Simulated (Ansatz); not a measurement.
# SrCd (Pm-3m): from the cell to its phonons

Aim: the vibrations of SrCd (Pm-3m), their spectra, and whether the structure is stable.

Method: DFT PBEsol, scalar-relativistic, plane waves, PAW; PAW set soft_1, in Ansatz 0.2.0.

### 1. The starting structure

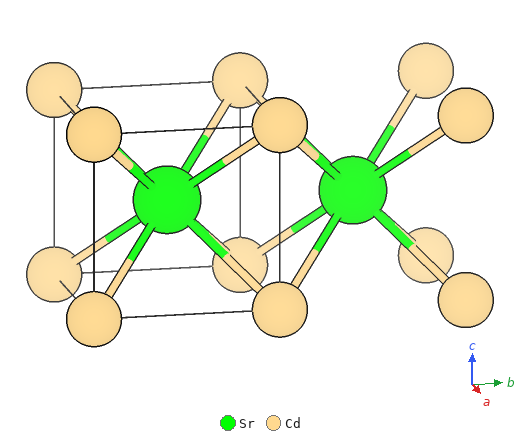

The cell as given, slightly off an axis (strontium green, cadmium orange). 1×2×1 cells are drawn. Some periodic images of atoms are drawn too.

As a file:

```cif
data_structure
_symmetry_space_group_name_H-M 'P 1'
_symmetry_Int_Tables_number 1
_cell_length_a 4.0030
_cell_length_b 4.0030
_cell_length_c 4.0030
_cell_angle_alpha 90.000
_cell_angle_beta 90.000
_cell_angle_gamma 90.000
_cell_volume 64.14
loop_
_atom_site_label
_atom_site_type_symbol
_atom_site_fract_x
_atom_site_fract_y
_atom_site_fract_z
_atom_site_occupancy
Sr1 Sr 0.50000 0.50000 0.50000 1
Cd2 Cd 0.00000 0.00000 0.00000 1
```

### 2. Bringing the structure to rest

The cell and atoms are relaxed, since residual forces and stress would shift the frequencies.

Input file input.yaml:

```yaml
crystal:
  lattice:
    - [4.003, 0.0, 0.0]
    - [0.0, 4.003, 0.0]
    - [0.0, 0.0, 4.003]
  atoms:
    - { symbol: Sr, position: [0.5, 0.5, 0.5] }
    - { symbol: Cd, position: [0.0, 0.0, 0.0] }
kpoints:
  mp_grid: { grid: [10, 10, 10] }
hamiltonian:
  xc: pbesol
  pseudopotentials: { kind: paw, azcp: { folder: soft_1 }, xc_functional: pbe }
scf:
  occupations: { method: gaussian, width: 0.1 }
output:
  forces: true
  stress: true
  eigenvalues: true
relax:
  adjacent_minimum: "off"
  f_tol: 0.005
  max_steps: 80
  cell: { stress_tol: 0.05 }
```

On the command line:

```
$ ansatz run input.yaml --threads 4 --pin off --max-ram 10240MiB --backend cpu --events-out ev --progress --plain --runs-dir out
```

Numbers of over 12 decimals in the logs are rounded to 6 here.

Output:

```text
Engine: ansatz 0.2.0, aarch64-unknown-linux-gnu
Pseudopotentials: kind: paw
Pseudopotential: Sr, paw, valence charge 10, recommended cutoff 420 eV (normal), soft_1/Sr.paw.azcp
Pseudopotential: Cd, paw, valence charge 20, recommended cutoff 420 eV (normal), soft_1/Cd.paw.azcp
Functional definition: PBEsol
  exchange = pbesol_x
  correlation = pbesol_c
Crystal: 2 atoms, lattice volume = 64.144 Å³
Basis set: ecut = 420 eV, 1237 PW (Γ), exchange–correlation on 54×54×54 points (8 copies of the dense FFT grid, shifted against one another)
Bands: 19, of which v1, the nominal top of the filled ones, is band 15 counted from 1 (14 counted from 0)
Symmetry: 48 space group operations
Space group: Pm-3m (ITA 221), of the structure as read, at distance tolerance 4.0e-5 Å
k-points: 56 of 1000
Non-local potential: Sr, projectors of the file, l = 0: 3, l = 1: 2, l = 2: 2
Non-local potential: Cd, projectors of the file, l = 0: 3, l = 1: 2, l = 2: 2, l = 3: 1
PAW form: soft (Blöchl's): semilocal exchange-correlation on the pseudo side does not see the compensation charge
PAW frozen core: Sr, regenerated for the run's functional, and the local potential with it (the file was generated under x = pbe(κ = 0.804, μ = 0.219515), c = pbe(β = 0.066725))
PAW frozen core: Cd, regenerated for the run's functional, and the local potential with it (the file was generated under x = pbe(κ = 0.804, μ = 0.219515), c = pbe(β = 0.066725))
PAW one-centre angular grid: Sr, 110 points (default); XC on 64 Gauss nodes
PAW one-centre angular grid: Cd, 590 points (default); XC on 64 Gauss nodes
Initial density: superposition of atomic densities (chi_scale 0.1, normalization cell, long waves kept (reshape's long-wave potential 0.00 eV rms))
Initial wavefunctions: pseudopotential atomic-orbital guess
Functional: x = pbesol(κ = 0.804, μ = 0.123457), c = pbesol(β = 0.046)
SCF iter   1: F=—  HF=-11678.289396 eV  |F-HF|=—  |Δ(HF+E_count)|=         —  Δρ=6.13e-2  dr2=3.90e0  ethr=3.10e-3  ⟨swp⟩=7.5  Hψ=6027  notcnv=0
preconditioner: auto → Kerker (q_TF=auto, 2.404 Å⁻¹)  [metal: Δε(μ)=0.045 eV  Ē_g=11.101 eV  σ=0.100 eV  W_gap=0.25  n_scr=18 (ndim 8)  ℏωp=20.7 eV  f_vac=0.000  D(μ)=1.27/eV (n_scr^D=6)]
SCF iter   2: F=—  HF=-11677.285594 eV  |F-HF|=—  |Δ(HF+E_count)|=    1.00e0  Δρ=2.07e-2  dr2=6.70e-1  ethr=3.10e-3  ⟨swp⟩=2.7  Hψ=2586  notcnv=0  defer=6
SCF iter   3: F=—  HF=-11677.069658 eV  |F-HF|=—  |Δ(HF+E_count)|=   2.16e-1  Δρ=1.00e-2  dr2=1.77e-1  ethr=2.23e-3  ⟨swp⟩=2.3  Hψ=1726  notcnv=0  defer=6
SCF iter   4: F=—  HF=-11677.002294 eV  |F-HF|=—  |Δ(HF+E_count)|=   6.74e-2  Δρ=2.91e-3  dr2=7.40e-3  ethr=5.89e-4  ⟨swp⟩=2.8  Hψ=1715  notcnv=0  defer=6
SCF iter   5: F=—  HF=-11677.000417 eV  |F-HF|=—  |Δ(HF+E_count)|=   1.88e-3  Δρ=6.64e-4  dr2=3.03e-4  ethr=2.47e-5  ⟨swp⟩=2.4  Hψ=2038  notcnv=0  defer=6
SCF iter   6: F=—  HF=-11677.000463 eV  |F-HF|=—  |Δ(HF+E_count)|=   4.55e-5  Δρ=1.73e-4  dr2=2.94e-5  ethr=1.01e-6  ⟨swp⟩=2.4  Hψ=1683  notcnv=0  defer=6
SCF iter   7: F=—  HF=-11677.000523 eV  |F-HF|=—  |Δ(HF+E_count)|=   5.99e-5  Δρ=3.58e-5  dr2=9.35e-7  ethr=9.79e-8  ⟨swp⟩=2.0  Hψ=1606  notcnv=0  defer=6
SCF iter   8: F=-11677.000523 eV  HF=-11677.000523 eV  |F-HF|=5.35e-9  |Δ(HF+E_count)|=   2.70e-7  Δρ=9.45e-6  dr2=5.38e-8  ethr=3.33e-10  ⟨swp⟩=9.1  Hψ=5786  notcnv=0
SCF 1 converged in 8 iterations: F = -11677.000523 eV  dr2 = 5.38e-8
  greatest PAW one-centre occupation: 1.000 electrons in one spin orbital (limit 2), on the Cd atom at site 1 (counted from 0), in its partial waves of l = 0
relax step   1: F+E_penalty+E_count = -11677.00052288 eV  Δ(F+E_penalty+E_count) = +0.000e0 eV  max|allowed force component| = 4.914e-30 eV/Å  Δτ_max = 0.0000 Å  P = -0.459 GPa  Ω = 64.144 Å³  (8 SCF iters, dr2 threshold 1.00e-7 eV, accepted)
Crystal: 2 atoms, lattice volume = 63.418 Å³
Initial density: handed on by an earlier stage of this run
Initial wavefunctions: those handed on with the density
iter 1 solved again at ethr=9.78e-7 eV; its pass at ethr=3.10e-3 eV (dr2=2.93e-4 eV) is discarded
SCF iter   1: F=—  HF=-11677.002123 eV  |F-HF|=—  |Δ(HF+E_count)|=         —  Δρ=6.84e-4  dr2=5.64e-4  ethr=9.78e-7  ⟨swp⟩=2.0  Hψ=6109  notcnv=0
eigensolver tolerance schedule calibrated: the retry pair's looser diagonalisation under-reported the residual by θ = 0.48 (0.14/decade); ethr = c·dr2/N_el runs at the constant in force after the calibration composes with the one it found (an armed cap, an earlier calibration), c = 5.3e-2
preconditioner: auto → Kerker (q_TF=auto, 2.408 Å⁻¹)  [metal: Δε(μ)=0.062 eV  Ē_g=12.474 eV  σ=0.100 eV  W_gap=0.31  n_scr=18 (ndim 8)  ℏωp=20.9 eV  f_vac=0.000  D(μ)=1.28/eV (n_scr^D=6)]
SCF iter   2: F=—  HF=-11677.001981 eV  |F-HF|=—  |Δ(HF+E_count)|=   1.42e-4  Δρ=3.02e-4  dr2=1.50e-4  ethr=9.78e-7  ⟨swp⟩=2.0  Hψ=1453  notcnv=0
SCF iter   3: F=—  HF=-11677.001990 eV  |F-HF|=—  |Δ(HF+E_count)|=   8.78e-6  Δρ=1.30e-4  dr2=3.23e-5  ethr=2.66e-7  ⟨swp⟩=2.6  Hψ=1651  notcnv=0
SCF iter   4: F=—  HF=-11677.001978 eV  |F-HF|=—  |Δ(HF+E_count)|=   1.23e-5  Δρ=4.10e-5  dr2=1.50e-6  ethr=5.72e-8  ⟨swp⟩=2.1  Hψ=1469  notcnv=0
SCF iter   5: F=-11677.001977 eV  HF=-11677.001977 eV  |F-HF|=1.66e-8  |Δ(HF+E_count)|=   4.23e-7  Δρ=1.01e-5  dr2=7.53e-8  ethr=3.55e-10  ⟨swp⟩=4.6  Hψ=5018  notcnv=0
SCF 2 converged in 5 iterations: F = -11677.001977 eV  dr2 = 7.53e-8
relax step   2: F+E_penalty+E_count = -11677.00197723 eV  Δ(F+E_penalty+E_count) = -1.454e-3 eV  max|allowed force component| = 4.865e-30 eV/Å  Δτ_max = 0.0000 Å  P = -0.160 GPa  Ω = 63.418 Å³  energy of the carried Pulay correction = +4.622e-5 eV  (5 SCF iters, dr2 threshold 2.00e-7 eV, accepted)
Crystal: 2 atoms, lattice volume = 63.037 Å³
iter 1 solved again at ethr=2.83e-7 eV; its pass at ethr=3.10e-3 eV (dr2=8.50e-5 eV) is discarded
SCF iter   1: F=—  HF=-11677.002176 eV  |F-HF|=—  |Δ(HF+E_count)|=         —  Δρ=3.71e-4  dr2=1.65e-4  ethr=2.83e-7  ⟨swp⟩=2.0  Hψ=6046  notcnv=0
eigensolver tolerance schedule calibrated: the retry pair's looser diagonalisation under-reported the residual by θ = 0.48 (0.12/decade); ethr = c·dr2/N_el runs at the constant in force after the calibration composes with the one it found (an armed cap, an earlier calibration), c = 6.9e-2
preconditioner: auto → Kerker (q_TF=auto, 2.411 Å⁻¹)  [metal: Δε(μ)=0.007 eV  Ē_g=12.488 eV  σ=0.100 eV  W_gap=0.04  n_scr=18 (ndim 8)  ℏωp=20.9 eV  f_vac=0.000  D(μ)=1.28/eV (n_scr^D=6)]
SCF iter   2: F=—  HF=-11677.002140 eV  |F-HF|=—  |Δ(HF+E_count)|=   3.55e-5  Δρ=1.63e-4  dr2=4.41e-5  ethr=2.83e-7  ⟨swp⟩=2.0  Hψ=1453  notcnv=0
SCF iter   3: F=—  HF=-11677.002191 eV  |F-HF|=—  |Δ(HF+E_count)|=   5.09e-5  Δρ=7.16e-5  dr2=9.83e-6  ethr=1.02e-7  ⟨swp⟩=2.1  Hψ=1247  notcnv=0
SCF iter   4: F=—  HF=-11677.002188 eV  |F-HF|=—  |Δ(HF+E_count)|=   3.65e-6  Δρ=2.53e-5  dr2=5.04e-7  ethr=2.28e-8  ⟨swp⟩=2.1  Hψ=1467  notcnv=0
SCF iter   5: F=-11677.002188 eV  HF=-11677.002188 eV  |F-HF|=1.32e-8  |Δ(HF+E_count)|=   1.36e-7  Δρ=7.06e-6  dr2=3.08e-8  ethr=1.48e-10  ⟨swp⟩=3.6  Hψ=4906  notcnv=0
SCF 3 converged in 5 iterations: F = -11677.002188 eV  dr2 = 3.08e-8
relax step   3: F+E_penalty+E_count = -11677.00218760 eV  Δ(F+E_penalty+E_count) = -2.104e-4 eV  max|allowed force component| = 3.221e-30 eV/Å  Δτ_max = 0.0000 Å  P = +0.004 GPa  Ω = 63.037 Å³  energy of the carried Pulay correction = +7.070e-5 eV  (5 SCF iters, dr2 threshold 6.38e-8 eV, accepted)
Initial wavefunctions: pseudopotential atomic-orbital guess (no wavefunctions were taken with the density)
iter 1 solved again at ethr=2.01e-7 eV; its pass at ethr=3.10e-3 eV (dr2=6.04e-5 eV) is discarded
SCF iter   1: F=—  HF=-11677.002056 eV  |F-HF|=—  |Δ(HF+E_count)|=         —  Δρ=1.47e-5  dr2=3.99e-8  ethr=2.01e-7  ⟨swp⟩=4.2  Hψ=9175  notcnv=0
eigensolver tolerance schedule: the retry pair's looser diagonalisation over-reported the residual by 1515.05 of it (diagonalisation noise at 0.11 of the residual, at the tolerance the schedule requests for it); recorded, not acted on — ethr = c·dr2/N_el stays at c = 1.0e-1
preconditioner: auto → Kerker (q_TF=auto, 2.411 Å⁻¹)  [metal: Δε(μ)=0.057 eV  Ē_g=12.503 eV  σ=0.100 eV  W_gap=0.29  n_scr=18 (ndim 8)  ℏωp=20.9 eV  f_vac=0.000  D(μ)=1.28/eV (n_scr^D=6)]
SCF iter   2: F=—  HF=-11677.002116 eV  |F-HF|=—  |Δ(HF+E_count)|=   5.95e-5  Δρ=8.72e-6  dr2=2.45e-8  ethr=1.33e-10  ⟨swp⟩=2.9  Hψ=2143  notcnv=0
SCF iter   3: F=—  HF=-11677.002116 eV  |F-HF|=—  |Δ(HF+E_count)|=   9.06e-9  Δρ=2.54e-6  dr2=4.20e-9  ethr=8.18e-11  ⟨swp⟩=2.0  Hψ=1429  notcnv=0
SCF iter   4: F=—  HF=-11677.002116 eV  |F-HF|=—  |Δ(HF+E_count)|=  8.26e-10  Δρ=9.66e-7  dr2=1.05e-9  ethr=1.40e-11  ⟨swp⟩=2.6  Hψ=1818  notcnv=0
SCF iter   5: F=—  HF=-11677.002116 eV  |F-HF|=—  |Δ(HF+E_count)|=  2.58e-10  Δρ=3.39e-7  dr2=5.51e-11  ethr=3.50e-12  ⟨swp⟩=3.0  Hψ=1876  notcnv=0
SCF iter   6: F=-11677.002116 eV  HF=-11677.002116 eV  |F-HF|=3.64e-12  |Δ(HF+E_count)|=  3.64e-12  Δρ=4.28e-8  dr2=5.98e-13  ethr=1.00e-12  ⟨swp⟩=8.0  Hψ=5639  notcnv=0
SCF 4 converged in 6 iterations: F = -11677.002116 eV  dr2 = 5.98e-13
relax step   4: F+E_penalty+E_count = -11677.00211587 eV  Δ(F+E_penalty+E_count) = +7.173e-5 eV  max|allowed force component| = 7.560e-31 eV/Å  Δτ_max = 0.0000 Å  P = +0.004 GPa  Ω = 63.037 Å³  stress off target by 4.09e-3 GPa  SCF on the basis re-selected at this cell (its energy is not comparable with the rows above)  (6 SCF iters)
basis re-selected at this cell: Δ(F+E_penalty+E_count) = +7.173e-5 eV, ΔP = -0.000 GPa vs the last step (what re-selecting the basis moved, of the pressure what is left beyond the Pulay correction that the steps carried, after the strain that the cell walked since its last selection, with what the two solves' SCF thresholds leave and, on support functions, any second-order correction that the steps lacked; it is no m [...]
SCF converged after 6 iterations
Free energy (F): -11677.002116 eV
Harris-Foulkes:  -11677.002116 eV  (|F-HF|=3.64e-12)
Internal energy: -11676.995708 eV  (E = F + TS)
E sigma→0 (E₀):  -11676.998912 eV
Entropy (-TS):   -0.006408 eV (-3.204 meV/atom)
Fermi energy:    9.288748 eV
--- Per-component energies (eV) ---
  E_band       = -579.061250
  E_kinetic    = 673.460700
  E_local      = -4464.809201  (includes V_loc(G=0)·N_el)
  E_nonlocal   = 355.049341
  E_hartree    = 1902.692222
  E_xc         = -329.226370
  E_vxc        = -351.030008  (∫ρ·V_xc dr)
  E_paw        = -6667.889916  (= ΣΔE_a)
  E_vpaw       = -597.116905  (= ΣTr[D̂ρ^β])
  E_aug_tail   = 0.000322  (compensation charges beyond the density's cutoff)
  E_ewald      = -3146.749115
  E_core_change = 0.476309  (= ΣΔE_core)
  E_smearing   = -0.006408  (= −TS)
  E_closure    = -0.000000  (closes the sum)
  Σ components = -11677.002116   (vs F -11677.002116, Δ=0.00e0)
--- Forces (eV/Å), atoms counted from 1 ---
  atom   1  Sr     0.00000000    -0.00000000     0.00000000
  atom   2  Cd    -0.00000000     0.00000000     0.00000000
  max |Σ_I F_I| component: 4.80e-30 eV/Å
--- Stress (GPa, compression-positive) ---
        0.004087       0.000000      -0.000000
        0.000000       0.004087      -0.000000
       -0.000000      -0.000000       0.004087
  P = ⅓ Tr σ = 0.0041 GPa (0.041 kbar)
--- Band table (eV; the first three rows and the last of 56) ---
  k-point 0: bands = [... 11 lower, 0.8356, 0.8356, 3.4192, 10.6422, 10.6422, 13.3465, 13.3465, 13.3465]
  k-point 1: bands = [... 11 lower, 0.8325, 0.8368, 3.5391, 10.4588, 10.6735, 12.9988, 12.9988, 13.0882]
  k-point 2: bands = [... 11 lower, 0.8244, 0.8400, 3.8904, 9.7390, 10.7601, 12.4415, 12.4415, 13.1022]
  k-point 55: bands = [... 11 lower, 0.9742, 0.9742, 8.4816, 8.4816, 8.4816, 8.5644, 13.9806, 13.9806]
--- Relaxed structure (3 steps of the walk, 3 accepted, 1 SCFs on fresh bases) ---
  F+E_penalty+E_count = -11677.00211587 eV   max|allowed force component| = 7.560e-31 eV/Å   (the final SCF, on the basis selected at the relaxed cell)
  cell:  # Å, volume = 63.0369 Å³
    - [3.979834, 0, 0]
    - [0, 3.979834, 0]
    - [0, 0, 3.979834]
  atoms:
    - { symbol: Sr, position: [0.5, 0.5, 0.5] }
    - { symbol: Cd, position: [0, 0, 0] }
```

Elapsed: 4.6 s, on 4 threads of Arm Neoverse V2, shared host; peak memory 0.38 GiB.

The steps of the relaxation:

| step | energy less that of the first step (eV) | largest force component (eV/Å) | pressure (GPa) | volume (Å³) |
| --- | --- | --- | --- | --- |
| 1 | 0.0000 | 0.0000 | -0.46 | 64.14 |
| 2 | -0.0015 | 0.0000 | -0.16 | 63.42 |
| 3 | -0.0017 | 0.0000 | 0.00 | 63.04 |
| 4* | -0.0016 | 0.0000 | 0.00 | 63.04 |

Relaxation steps marked * repeat the geometry before them on a plane-wave basis chosen anew for their cell, so energy and pressure can jump there.

The run keeps the 48 symmetry operations that it works with, so distortions that break them were not tested.

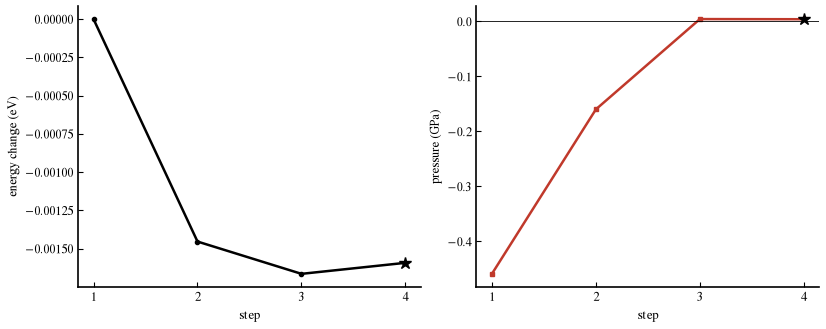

Energy and pressure along the relaxation. Stars mark steps on a basis chosen anew.

| conventional cell, symmetrised | before | after | change |
| --- | --- | --- | --- |
| a (Å) | 4.003 | 3.980 | -0.6 % |
| b (Å) | 4.003 | 3.980 | -0.6 % |
| c (Å) | 4.003 | 3.980 | -0.6 % |
| volume (Å³/atom) | 32.07 | 31.52 | -1.7 % |

The relaxed structure:

```xyz
2
Lattice="3.9798 0.0000 0.0000 0.0000 3.9798 0.0000 0.0000 0.0000 3.9798" Properties=species:S:1:pos:R:3 pbc="T T T"
Sr    1.9899    1.9899    1.9899
Cd    0.0000    0.0000    0.0000
```

This step gave:

```yaml
pressure: 0.004087 GPa
volume_per_atom: 31.52 Å³
gap_on_the_k_mesh: 0 eV
```

In this step the volume went from 32.07 to 31.52 Å³/atom.

### 3. Relaxing to small forces for the phonons

Phonons need a cell at rest on their own settings, so the relaxation is repeated with tight tolerances on forces and stress, using the mesh and the filling of the phonon run that follows.

input.yaml, the sections that differ from step 2:

```yaml
crystal:
  lattice:
    - [3.9798337051, 0.0, 0.0]
    - [0.0, 3.9798337051, 0.0]
    - [0.0, 0.0, 3.9798337051]
  atoms:
    - { symbol: Sr, position: [0.5, 0.5, 0.5] }
    - { symbol: Cd, position: [0.0, 0.0, 0.0] }
kpoints:
  mp_grid: { grid: [12, 12, 12] }
scf:
  occupations: { method: methfessel_paxton, width: 0.2 }
relax:
  adjacent_minimum: "off"
  f_tol: 0.001
  max_steps: 60
  cell: { stress_tol: 0.01 }
# hamiltonian, output: as in step 2
```

Output:

```text
[...]
Crystal: 2 atoms, lattice volume = 63.037 Å³
Basis set: ecut = 420 eV, 1237 PW (Γ), exchange–correlation on 54×54×54 points (8 copies of the dense FFT grid, shifted against one another)
Bands: 19, of which v1, the nominal top of the filled ones, is band 15 counted from 1 (14 counted from 0)
Symmetry: 48 space group operations
[...]
k-points: 84 of 1728
[...]
k-point 83: bands = [... 11 lower, 1.0069, 1.0069, 8.5116, 8.5116, 8.5116, 8.6078, 14.0349, 14.0349]
--- Relaxed structure (3 steps of the walk, 3 accepted, 1 SCFs on fresh bases) ---
[...]
cell:  # Å, volume = 62.8423 Å³
    - [3.975735, 0, 0]
    - [0, 3.975735, 0]
    - [0, 0, 3.975735]
  atoms:
    - { symbol: Sr, position: [0.5, 0.5, 0.5] }
    - { symbol: Cd, position: [0, 0, 0] }
[key lines of the parts left out:]
SCF converged after 6 iterations
Free energy (F): -11676.988741 eV
Fermi energy:    9.349858 eV
P = ⅓ Tr σ = 0.0001 GPa (0.001 kbar)
```

The job ended after 6.4 s (4 threads; peak memory 0.4 GiB; 24 s of CPU time).

The steps of the relaxation:

| step | energy less that of the first step (eV) | largest force component (eV/Å) | pressure (GPa) | volume (Å³) |
| --- | --- | --- | --- | --- |
| 1 | 0.0000 | 0.0000 | -0.09 | 63.04 |
| 2 | -0.0001 | 0.0000 | -0.03 | 62.90 |
| 3 | -0.0001 | 0.0000 | 0.00 | 62.84 |
| 4* | -0.0001 | 0.0000 | 0.00 | 62.84 |

Relaxation steps marked * repeat the geometry before them on a plane-wave basis chosen anew for their cell, so energy and pressure can jump there.

The run keeps the 48 symmetry operations that it works with, so distortions that break them were not tested.

| conventional cell, symmetrised | before | after | change |
| --- | --- | --- | --- |
| a (Å) | 3.980 | 3.976 | -0.1 % |
| b (Å) | 3.980 | 3.976 | -0.1 % |
| c (Å) | 3.980 | 3.976 | -0.1 % |
| volume (Å³/atom) | 31.52 | 31.42 | -0.3 % |

The relaxed structure:

```
Sr Cd
1.0
     3.97573    0.00000    0.00000
     0.00000    3.97573    0.00000
     0.00000    0.00000    3.97573
Sr Cd
1 1
Direct
  0.50000 0.50000 0.50000
  0.00000 0.00000 0.00000
```

This step gave:

- pressure: 5.29e-5 GPa
- volume per atom: 31.42 Å³

The forces vanish by symmetry and the pressure is 0.000 GPa, within the tolerances set. The cell now holds 31.42 Å³/atom.

[end of part 1 of 2]

[Logs are printed without paths, hosts, clocks, repeated set-up lines and the standing remarks that a program may print on its own settings, such as how far it seeks lower states.]

[Hosts, paths, dates, database ids (printed as entryN), source tags and the programs' standing remarks are cut or masked in the printed files.]
